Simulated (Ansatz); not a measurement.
Base system: TiAl (space group P4/mmm, No. 123; a = 2.797 Å, c = 4.032 Å).

Structures relaxed with Ansatz (an electronic-structure program) PBEsol, no spin-orbit coupling.

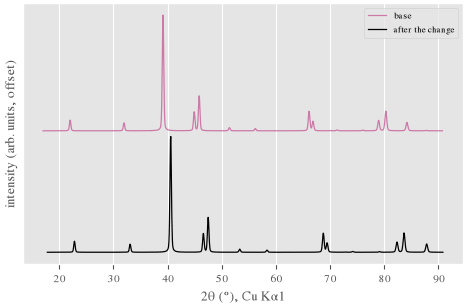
*Simulated powder patterns before (top) and after one change*

Q: Name the change that was made.
(A) pressure 30 GPa
(B) pressure 15 GPa
(C) pressure −2 GPa
(D) pressure 4.5 GPa

A: B, pressure 15 GPa. Its volume per atom is 14.24 Å³ against 15.78 Å³, and its space group is P4/mmm (No. 123).

Load acts through the strain it causes; cell and atoms are relaxed under it. Stability against distortions was not tested. Competing high-pressure phases were not computed. The final runs are not spin-polarised.
